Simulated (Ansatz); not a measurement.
# Al2O (triplet): B2PLYP, RPA-PBE over vertical spin and charge gaps, cc-pVTZ

Aim: run Al2O (triplet) with these functionals over vertical spin and charge gaps, and hold them against the top wave-function level at the same points.

Method: cc-pVTZ, all electrons in the functionals, frozen cores in the correlation of double hybrids and RPA; program: Ansatz 0.2.0, Gaussian basis.

To be run: B2PLYP, RPA-PBE, at charge 0, triplet; charge 0, singlet; charge 0, quintet; charge 1, doublet; charge 1, quartet.

9 further runs of the same task are left out: 5 for a known fault of the program, 4 set aside as unsound or not needed.

### Step 1. What is computed

The geometry is a PBE0/def2-TZVP stationary point (not a proven minimum).

3 atoms, charge 0, spin multiplicity 3.

Atoms are counted from 1 here; the program's logs count them from 0.

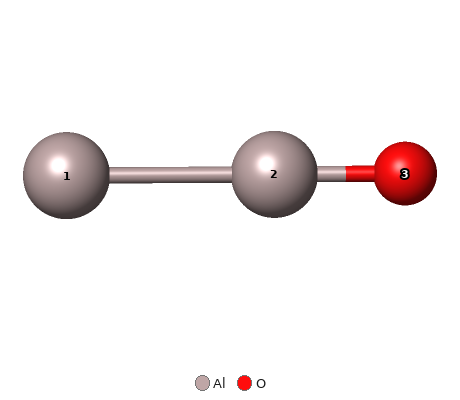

The structure; aluminium light grey, oxygen red; atoms are numbered from 1 in the order of the file.

No dispersion term is added.

The geometry shown and the zero of energy belong to the point charge 0, triplet. The yardstick, UCCSD(T), and other wave-function levels (R restricted, U unrestricted, valence and pair active spaces) come from earlier runs.

### Step 2. B2PLYP, charge 0, triplet

Contents of in.yaml:

```yaml
crystal:
  periodic: [false, false, false]
  atoms:
    - {symbol: Al, position_ang: [0.000000, 0.000000, 2.238600]}
    - {symbol: Al, position_ang: [0.000000, 0.000000, -0.316100]}
    - {symbol: O, position_ang: [0.000000, 0.000000, -1.922500]}
basis:
  gaussian: {orbitals: cc-pVTZ}
magnetization: {spin_polarized: true, initial_magnetization: 2}
hamiltonian: {xc: {name: B2PLYP}}
correlation: {electrons: outside_noble_gas}
```

Command:

```
ansatz run in.yaml --threads 2 --pin off --events-out ev --progress --plain --max-ram 24576MiB --backend cuda --devices 0, --max-vram 18GiB
```

The program printed:

```text
Functional definition: B2PLYP
  name "B2PLYP"
  cite "Grimme, J. Chem. Phys. 124, 034108 (2006) doi:10.1063/1.2148954"
  cite "Becke, Phys. Rev. A 38, 3098 (1988) doi:10.1103/PhysRevA.38.3098"
  cite "Lee, Yang & Parr, Phys. Rev. B 37, 785 (1988) doi:10.1103/PhysRevB.37.785"
  parameter a = 0.53
  parameter c = 0.27
  exchange = (1 - a)*b88_x + a*exact_x
  correlation = (1 - c)*lyp_c + c*(mp2_os + mp2_ss)
623 factors; integrals over basis functions are off by at most 1.2e-3 eV
mean field evaluation 1: about -15217.8982 eV, gradient 4.8e1 eV
mean field evaluation 2: about -15217.9621 eV, gradient 4.8e1 eV
mean field evaluation 4: about -15223.1280 eV, gradient 2.4e1 eV
mean field evaluation 8: about -15228.7719 eV, gradient 2.5e-1 eV
mean field evaluation 16: about -15228.7899 eV, gradient 7.6e-3 eV
mean field evaluation 32: about -15228.7899 eV, gradient 4.4e-6 eV
mean field evaluation 64: about -15151.7497 eV, gradient 5.8e1 eV
mean field evaluation 96: about -15228.7899 eV, gradient 4.4e-6 eV
mean field -15228.78986388 eV, -559.6477050532 hartree, gradient 4.4e-6 eV, S^2 2.021240; 7 other end points of the search recorded, 0 dependent functions left out
11 core orbitals not correlated: weight in the atoms' cores, before any rotation towards them, 1.000 or more for the frozen orbitals, at most 0.000 for the correlated occupied ones
reference -15228.78999248 eV, -559.6477097791 hartree; 7, 5 occupied and 80, 82 virtual orbitals, 623 factors
second order -12.58688697 eV of doubles, -0.00000000 eV of singles
Total energy: -15232.18845196 eV, -559.7726008614 hartree
```

Run time: 22 s. Hardware: 1 × H100 (card shared with other runs) with 2 threads of AMD EPYC 7R13, shared host; peak host memory 0.76 GiB.

From the report: ⟨S²⟩ of the determinant 2.021 (pure triplet: 2.00).

### Step 3. B2PLYP, charge 0, singlet

in.yaml, as its differences from that of step 2:

```diff
@@ -8,3 +8,3 @@
   gaussian: {orbitals: cc-pVTZ}
-magnetization: {spin_polarized: true, initial_magnetization: 2}
+magnetization: {spin_polarized: true, initial_magnetization: 0}
 hamiltonian: {xc: {name: B2PLYP}}
```

Command:

```
ansatz run in.yaml --threads 1 --pin off --events-out ev --progress --plain --max-ram 4096MiB --backend cpu
```

The program printed, shortened:

```text
Functional definition: B2PLYP
  name "B2PLYP"
  cite "Grimme, J. Chem. Phys. 124, 034108 (2006) doi:10.1063/1.2148954"
  cite "Becke, Phys. Rev. A 38, 3098 (1988) doi:10.1103/PhysRevA.38.3098"
  cite "Lee, Yang & Parr, Phys. Rev. B 37, 785 (1988) doi:10.1103/PhysRevB.37.785"
[...]
623 factors; integrals over basis functions are off by at most 1.2e-3 eV
[...]
mean field -15229.78030402 eV, -559.6841030569 hartree, gradient 1.4e-6 eV, S^2 0.000000; 7 other end points of the search recorded, 0 dependent functions left out
11 core orbitals not correlated: weight in the atoms' cores, before any rotation towards them, 1.000 or more for the frozen orbitals, at most 0.000 for the correlated occupied ones
reference -15229.78043235 eV, -559.6841077729 hartree; 6, 6 occupied and 81, 81 virtual orbitals, 623 factors
second order -13.06254115 eV of doubles, -0.00000000 eV of singles
Total energy: -15233.30731846 eV, -559.8137184468 hartree
```

Wall time 13 s (1 thread of AMD EPYC 7R13, shared host); peak memory 0.28 GiB.

From the report: ⟨S²⟩ of the determinant 0.000 (pure singlet: 0.00).

From charge 0, triplet: -108.0 kJ/mol.

### Step 4. B2PLYP, charge 0, quintet

in.yaml, as its differences from that of step 3:

```diff
@@ -8,3 +8,3 @@
   gaussian: {orbitals: cc-pVTZ}
-magnetization: {spin_polarized: true, initial_magnetization: 0}
+magnetization: {spin_polarized: true, initial_magnetization: 4}
 hamiltonian: {xc: {name: B2PLYP}}
```

Command:

```
ansatz run in.yaml --threads 2 --pin off --events-out ev --progress --plain --max-ram 24576MiB --backend cuda --devices 0, --max-vram 18GiB
```

The program printed, shortened:

```text
Functional definition: B2PLYP
  name "B2PLYP"
  cite "Grimme, J. Chem. Phys. 124, 034108 (2006) doi:10.1063/1.2148954"
  cite "Becke, Phys. Rev. A 38, 3098 (1988) doi:10.1103/PhysRevA.38.3098"
  cite "Lee, Yang & Parr, Phys. Rev. B 37, 785 (1988) doi:10.1103/PhysRevB.37.785"
[...]
623 factors; integrals over basis functions are off by at most 1.2e-3 eV
[...]
mean field -15227.03604659 eV, -559.5832534565 hartree, gradient 1.6e-6 eV, S^2 6.015579; 8 other end points of the search recorded, 0 dependent functions left out
11 core orbitals not correlated: weight in the atoms' cores, before any rotation towards them, 1.000 or more for the frozen orbitals, at most 0.000 for the correlated occupied ones
reference -15227.03617326 eV, -559.5832581116 hartree; 8, 4 occupied and 79, 83 virtual orbitals, 623 factors
second order -9.35727448 eV of doubles, -0.00000000 eV of singles
Total energy: -15229.56263737 eV, -559.6761039551 hartree
```

Run time: 14 s. Hardware: 1 × H100 (card shared with other runs) with 2 threads of AMD EPYC 7R13, shared host; peak host memory 0.76 GiB.

From the report: ⟨S²⟩ of the determinant 6.016 (pure quintet: 6.00).

From charge 0, triplet: +253.4 kJ/mol.

### Step 5. B2PLYP, charge 1, doublet

in.yaml, as its differences from that of step 4:

```diff
@@ -8,3 +8,4 @@
   gaussian: {orbitals: cc-pVTZ}
-magnetization: {spin_polarized: true, initial_magnetization: 4}
+total_charge: 1
+magnetization: {spin_polarized: true, initial_magnetization: 1}
 hamiltonian: {xc: {name: B2PLYP}}
```

The command is unchanged.

The program printed, shortened:

```text
Functional definition: B2PLYP
  name "B2PLYP"
  cite "Grimme, J. Chem. Phys. 124, 034108 (2006) doi:10.1063/1.2148954"
  cite "Becke, Phys. Rev. A 38, 3098 (1988) doi:10.1103/PhysRevA.38.3098"
  cite "Lee, Yang & Parr, Phys. Rev. B 37, 785 (1988) doi:10.1103/PhysRevB.37.785"
[...]
623 factors; integrals over basis functions are off by at most 1.2e-3 eV
[...]
mean field -15222.07103111 eV, -559.4007925029 hartree, gradient 2.8e-6 eV, S^2 0.800923; 10 other end points of the search recorded, 0 dependent functions left out
11 core orbitals not correlated: weight in the atoms' cores, before any rotation towards them, 1.000 or more for the frozen orbitals, at most 0.000 for the correlated occupied ones
reference -15222.07116350 eV, -559.4007973683 hartree; 6, 5 occupied and 81, 82 virtual orbitals, 623 factors
second order -9.21111588 eV of doubles, -0.00000000 eV of singles
Total energy: -15224.55816479 eV, -559.4921929799 hartree
```

It took 21 s on 1 × H100 (card shared with other runs) with 2 threads of AMD EPYC 7R13, shared host; peak host memory 0.76 GiB.

From the report: ⟨S²⟩ of the determinant 0.801 (pure doublet: 0.75).

From charge 0, triplet: +736.2 kJ/mol.

### Step 6. B2PLYP, charge 1, quartet

in.yaml, as its differences from that of step 5:

```diff
@@ -9,3 +9,3 @@
 total_charge: 1
-magnetization: {spin_polarized: true, initial_magnetization: 1}
+magnetization: {spin_polarized: true, initial_magnetization: 3}
 hamiltonian: {xc: {name: B2PLYP}}
```

Same command.

The program printed, shortened:

```text
Functional definition: B2PLYP
  name "B2PLYP"
  cite "Grimme, J. Chem. Phys. 124, 034108 (2006) doi:10.1063/1.2148954"
  cite "Becke, Phys. Rev. A 38, 3098 (1988) doi:10.1103/PhysRevA.38.3098"
  cite "Lee, Yang & Parr, Phys. Rev. B 37, 785 (1988) doi:10.1103/PhysRevB.37.785"
[...]
623 factors; integrals over basis functions are off by at most 1.2e-3 eV
[...]
mean field -15220.77960876 eV, -559.3533336071 hartree, gradient 3.1e-6 eV, S^2 3.767772; 6 other end points of the search recorded, 0 dependent functions left out
11 core orbitals not correlated: weight in the atoms' cores, before any rotation towards them, 1.000 or more for the frozen orbitals, at most 0.000 for the correlated occupied ones
reference -15220.77974094 eV, -559.3533384644 hartree; 7, 4 occupied and 80, 83 virtual orbitals, 623 factors
second order -8.64388826 eV of doubles, -0.00000000 eV of singles
Total energy: -15223.11359077 eV, -559.4391058637 hartree
```

Wall time 25 s (1 × H100 (card shared with other runs) with 2 threads of AMD EPYC 7R13, shared host); peak host memory 0.76 GiB.

From the report: ⟨S²⟩ of the determinant 3.768 (pure quartet: 3.75).

From charge 0, triplet: +875.6 kJ/mol.

### Step 7. RPA-PBE, charge 0, triplet

Contents of in.yaml:

```yaml
crystal:
  periodic: [false, false, false]
  atoms:
    - {symbol: Al, position_ang: [0.000000, 0.000000, 2.238600]}
    - {symbol: Al, position_ang: [0.000000, 0.000000, -0.316100]}
    - {symbol: O, position_ang: [0.000000, 0.000000, -1.922500]}
basis:
  gaussian: {orbitals: cc-pVTZ}
magnetization: {spin_polarized: true, initial_magnetization: 2}
hamiltonian: {xc: {name: PBE}}
correlation: {method: rpa, electrons: outside_noble_gas}
```

Same command.

The program printed, shortened:

```text
Functional definition: PBE
  name "PBE"
  cite "Perdew, Burke & Ernzerhof, Phys. Rev. Lett. 77, 3865 (1996) doi:10.1103/PhysRevLett.77.3865"
  parent pbe
[...]
623 factors; integrals over basis functions are off by at most 1.2e-3 eV
[...]
mean field -15230.44382890 eV, -559.7084871464 hartree, gradient 3.8e-6 eV, S^2 2.006049; 8 other end points of the search recorded, 0 dependent functions left out
11 core orbitals not correlated: weight in the atoms' cores, before any rotation towards them, 1.000 or more for the frozen orbitals, at most 0.000 for the correlated occupied ones
reference -15200.82932609 eV, -558.6201742417 hartree; 7, 5 occupied and 80, 82 virtual orbitals, 623 factors
Total energy: -15217.09628669 eV, -559.2179740177 hartree
```

Wall time 44 s (1 × H100 (card shared with other runs) with 2 threads of AMD EPYC 7R13, shared host); peak host memory 0.83 GiB.

From the report: ⟨S²⟩ of the determinant 2.006 (pure triplet: 2.00).

### Step 8. RPA-PBE, charge 0, singlet

in.yaml, as its differences from that of step 7:

```diff
@@ -8,3 +8,3 @@
   gaussian: {orbitals: cc-pVTZ}
-magnetization: {spin_polarized: true, initial_magnetization: 2}
+magnetization: {spin_polarized: true, initial_magnetization: 0}
 hamiltonian: {xc: {name: PBE}}
```

Command:

```
ansatz run in.yaml --threads 1 --pin off --events-out ev --progress --plain --max-ram 4096MiB --backend cpu
```

The program printed, shortened:

```text
Functional definition: PBE
  name "PBE"
  cite "Perdew, Burke & Ernzerhof, Phys. Rev. Lett. 77, 3865 (1996) doi:10.1103/PhysRevLett.77.3865"
  parent pbe
[...]
623 factors; integrals over basis functions are off by at most 1.2e-3 eV
[...]
mean field -15231.36717672 eV, -559.7424195528 hartree, gradient 7.9e-7 eV, S^2 0.000000; 12 other end points of the search recorded, 0 dependent functions left out
11 core orbitals not correlated: weight in the atoms' cores, before any rotation towards them, 1.000 or more for the frozen orbitals, at most 0.000 for the correlated occupied ones
reference -15201.48365134 eV, -558.6442202509 hartree; 6, 6 occupied and 81, 81 virtual orbitals, 623 factors
Total energy: -15218.19428464 eV, -559.2583246979 hartree
```

It took 17 s on 1 thread of AMD EPYC 7R13, shared host.

From the report: ⟨S²⟩ of the determinant 0.000 (pure singlet: 0.00).

From charge 0, triplet: -105.9 kJ/mol.

### Step 9. RPA-PBE, charge 0, quintet

in.yaml, as its differences from that of step 8:

```diff
@@ -8,3 +8,3 @@
   gaussian: {orbitals: cc-pVTZ}
-magnetization: {spin_polarized: true, initial_magnetization: 0}
+magnetization: {spin_polarized: true, initial_magnetization: 4}
 hamiltonian: {xc: {name: PBE}}
```

Command:

```
ansatz run in.yaml --threads 2 --pin off --events-out ev --progress --plain --max-ram 24576MiB --backend cuda --devices 0, --max-vram 18GiB
```

The program printed, shortened:

```text
Functional definition: PBE
  name "PBE"
  cite "Perdew, Burke & Ernzerhof, Phys. Rev. Lett. 77, 3865 (1996) doi:10.1103/PhysRevLett.77.3865"
  parent pbe
[...]
623 factors; integrals over basis functions are off by at most 1.2e-3 eV
[...]
mean field -15227.80602102 eV, -559.6115494947 hartree, gradient 7.8e-6 eV, S^2 6.005545; 9 other end points of the search recorded, 0 dependent functions left out
11 core orbitals not correlated: weight in the atoms' cores, before any rotation towards them, 1.000 or more for the frozen orbitals, at most 0.000 for the correlated occupied ones
reference -15200.61678380 eV, -558.6123634565 hartree; 8, 4 occupied and 79, 83 virtual orbitals, 623 factors
Total energy: -15214.75815539 eV, -559.1320492771 hartree
```

Run time: 23 s. Hardware: 1 × H100 (card shared with other runs) with 2 threads of AMD EPYC 7R13, shared host; peak host memory 0.83 GiB.

From the report: ⟨S²⟩ of the determinant 6.006 (pure quintet: 6.00).

From charge 0, triplet: +225.6 kJ/mol.

### Step 10. RPA-PBE, charge 1, doublet

in.yaml, as its differences from that of step 9:

```diff
@@ -8,3 +8,4 @@
   gaussian: {orbitals: cc-pVTZ}
-magnetization: {spin_polarized: true, initial_magnetization: 4}
+total_charge: 1
+magnetization: {spin_polarized: true, initial_magnetization: 1}
 hamiltonian: {xc: {name: PBE}}
```

Same command.

The program printed, shortened:

```text
Functional definition: PBE
  name "PBE"
  cite "Perdew, Burke & Ernzerhof, Phys. Rev. Lett. 77, 3865 (1996) doi:10.1103/PhysRevLett.77.3865"
  parent pbe
[...]
623 factors; integrals over basis functions are off by at most 1.2e-3 eV
[...]
mean field -15223.27301557 eV, -559.4449646170 hartree, gradient 2.0e-6 eV, S^2 0.759097; 9 other end points of the search recorded, 0 dependent functions left out
11 core orbitals not correlated: weight in the atoms' cores, before any rotation towards them, 1.000 or more for the frozen orbitals, at most 0.000 for the correlated occupied ones
reference -15193.81662223 eV, -558.3624621281 hartree; 6, 5 occupied and 81, 82 virtual orbitals, 623 factors
Total energy: -15209.79284519 eV, -558.9495774927 hartree
```

Run time: 20 s. Hardware: 1 × H100 (card shared with other runs) with 2 threads of AMD EPYC 7R13, shared host; peak host memory 0.85 GiB.

From the report: ⟨S²⟩ of the determinant 0.759 (pure doublet: 0.75).

From charge 0, triplet: +704.7 kJ/mol.

### Step 11. RPA-PBE, charge 1, quartet

in.yaml, as its differences from that of step 10:

```diff
@@ -9,3 +9,3 @@
 total_charge: 1
-magnetization: {spin_polarized: true, initial_magnetization: 1}
+magnetization: {spin_polarized: true, initial_magnetization: 3}
 hamiltonian: {xc: {name: PBE}}
```

Same command.

The program printed, shortened:

```text
Functional definition: PBE
  name "PBE"
  cite "Perdew, Burke & Ernzerhof, Phys. Rev. Lett. 77, 3865 (1996) doi:10.1103/PhysRevLett.77.3865"
  parent pbe
[...]
623 factors; integrals over basis functions are off by at most 1.2e-3 eV
[...]
mean field -15221.13705715 eV, -559.3664695932 hartree, gradient 2.3e-6 eV, S^2 3.756911; 14 other end points of the search recorded, 0 dependent functions left out
11 core orbitals not correlated: weight in the atoms' cores, before any rotation towards them, 1.000 or more for the frozen orbitals, at most 0.000 for the correlated occupied ones
reference -15194.54346312 eV, -558.3891730381 hartree; 7, 4 occupied and 80, 83 virtual orbitals, 623 factors
Total energy: -15207.90637602 eV, -558.8802510297 hartree
```

Run time: 37 s. Hardware: 1 × H100 (card shared with other runs) with 2 threads of AMD EPYC 7R13, shared host; peak host memory 0.84 GiB.

From the report: ⟨S²⟩ of the determinant 3.757 (pure quartet: 3.75).

From charge 0, triplet: +886.7 kJ/mol.

### Step 12. The comparison

No level is safe as a reference over these points; UCCSD(T) serves as a yardstick only. It comes from earlier runs at the same points. Energies in kJ/mol, counted from charge 0, triplet; blanks weren't run or aren't comparable.

| level | triplet to singlet | triplet to quintet | ionisation to the doublet cation | ionisation to the quartet cation |
| --- | --- | --- | --- | --- |
| UCCSD(T) | -108.9 | 227.9 | 694.0 | 867.7 |
| B2PLYP | -108.0 | 253.4 | 736.2 | 875.6 |
| RPA-PBE | -105.9 | 225.6 | 704.7 | 886.7 |

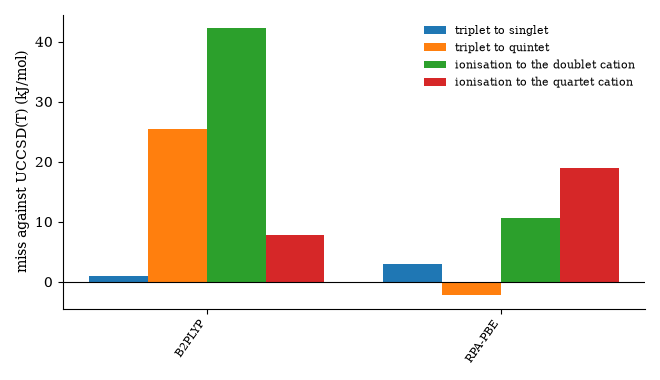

Misses of the gaps against UCCSD(T).

Largest miss and mean time a point (UCCSD(T) took 61 s a point; shared hosts):

| level | largest miss (kJ/mol) | where | time a point |
| --- | --- | --- | --- |
| B2PLYP | +42.2 | ionisation to the doublet cation | 19 s |
| RPA-PBE | +19.0 | ionisation to the quartet cation | 28 s |

### Step 13. Results

```
                                  quantity                                            value
              triplet to singlet, UCCSD(T)                                    -108.9 kJ/mol
              triplet to quintet, UCCSD(T)                                     227.9 kJ/mol
ionisation to the doublet cation, UCCSD(T)                                     694.0 kJ/mol
ionisation to the quartet cation, UCCSD(T)                                     867.7 kJ/mol
                      largest miss, B2PLYP  +42.2 kJ/mol (ionisation to the doublet cation)
                     largest miss, RPA-PBE  +19.0 kJ/mol (ionisation to the quartet cation)
```

What this shows: Of the functionals, RPA-PBE keep the smallest largest miss at the points compared (at most 19.0 kJ/mol) and B2PLYP strays most (42.2 kJ/mol, at ionisation to the doublet cation). Functionals and the yardstick converge differently with the basis, so part of each miss in cc-pVTZ is the basis. The yardstick itself may be off where one determinant is a poor start.
